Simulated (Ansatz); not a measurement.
## Pressure series in AlRu

Take AlRu in the CsCl type structure (space group Pm-3m, No. 221) as the base.

```
CELL_PARAMETERS angstrom
      3.00370     0.00000     0.00000
      0.00000     3.00370     0.00000
      0.00000     0.00000     3.00370
ATOMIC_POSITIONS crystal
  Al 0.50000 0.50000 0.50000
  Ru 0.00000 0.00000 0.00000
```

Cell and atoms are relaxed at each pressure.

Calculations: plane-wave PAW DFT at the PBE level (Ansatz, a first-principles code, 420 eV), scalar-relativistic without spin-orbit coupling.

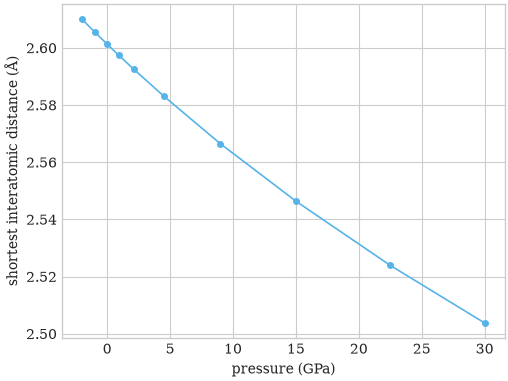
Shortest interatomic distance against pressure

Problem. From the plot, what is the shortest interatomic distance for pressure 0.9 GPa?

Solution. About 2.597 Å.

Problem. Is the trend monotonic over the range shown?

Solution. Yes, it falls throughout, spanning 2.504 Å to 2.610 Å.

Load acts through the strain it causes; cell and atoms are relaxed under it. No phonon test of stability was made. Competing high-pressure phases were not computed. All final runs are without spin polarisation.
